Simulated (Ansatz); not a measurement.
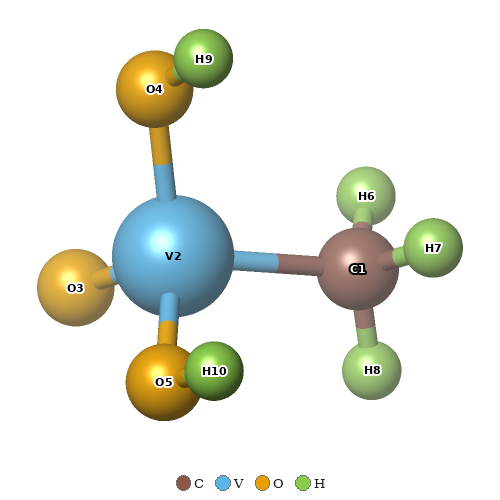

Two computed energy maps of CH5O3V, SMILES [CH3][V](=[O])([OH])[OH]. The picture above is the structure of the first map.

Map 1

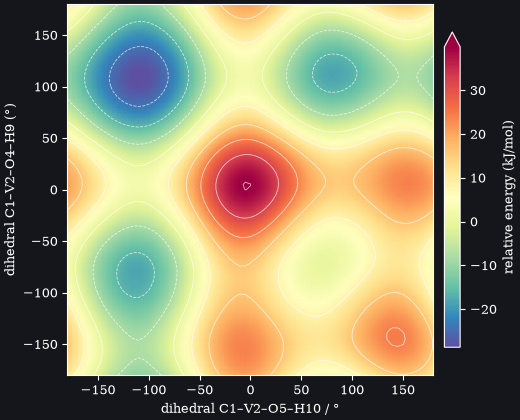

CH5O3V, SMILES [CH3][V](=[O])([OH])[OH]. Coordinates scanned: (1) dihedral C1–V2–O5–H10; (2) dihedral C1–V2–O4–H9. Nothing is relaxed (all other coordinates rigid). The scan uses a 10 × 10 grid. Points are written as (first, second). Energies are in kJ/mol, from the relaxed molecule at the same level. Theory: RKS PBE-D4/def2-SVP (Ansatz 0.2.0).

In the figure: a smooth colour map with a few white contour lines, one colour for all values above the top of the scale. Between grid points the surface is interpolated.

Map 2

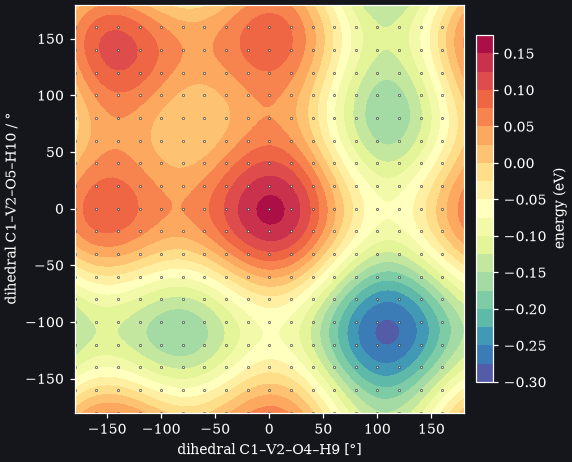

CH₅O₃V, SMILES [CH3][V](=[O])([OH])[OH]. First axis: dihedral C1–V2–O4–H9. Second axis: dihedral C1–V2–O5–H10. Nothing is relaxed (all other coordinates rigid). Grid: 18 × 18 points; 204 points were computed and 120 follow by symmetry. Points are written as (first, second). Energies are in eV, from the relaxed molecule at the same level. The calculation used RHF/def2-SVP (Ansatz).

Drawn: filled contours, dots at the grid points. Between grid points the surface is interpolated.

What does each map show?

Answer. Map 1: The lowest grid point is at (−108°, 108°), −28.7 kJ/mol from the relaxed molecule at the same level. Higher local minima lie near (72°, 108°) (11.0 kJ/mol above the lowest at that grid point); (−108°, −72°) (11.0 kJ/mol above the lowest at that grid point); (72°, −72°) (28.7 kJ/mol above the lowest at that grid point). The highest grid point, (0°, 0°), lies 68.6 kJ/mol above the lowest. On the interpolated surface the easiest way out of the lowest well to the well at about (80°, 115°) passes a barrier of about 21 kJ/mol. Round the minimum the contours are nearly round: the two directions are equally stiff and uncoupled.
Map 2: The lowest grid point is at (100°, −100°), −0.274 eV from the relaxed molecule at the same level. The bottom of the well lies between grid points, at about (110°, −110°), about 0.0069 eV lower on the interpolated surface. There are further wells near (−80°, −100°) (0.108 eV above the lowest at that grid point); (−80°, 80°) (0.277 eV above the lowest at that grid point). The highest grid point, (0°, 0°), lies 0.431 eV above the lowest. On the interpolated surface the easiest way out of the lowest well to the well at about (110°, 85°) passes a barrier of about 0.16 eV, counted from the interpolated bottom of the well. Round the minimum the contours are nearly round: the two directions are equally stiff and uncoupled.

Maps 1, 2 start from a relaxed reference structure. Do they show a way to lower its energy?

Answer. Yes. In map 1 the point (−108°, 108°) lies 28.7 kJ/mol below the reference. In map 2 the point (100°, −100°) lies 0.274 eV below the reference.

In which map is the way out of the lowest well easiest?

Answer. In map 2. The passes lie about 15 kJ/mol (map 2), 21 kJ/mol (map 1) above their wells.
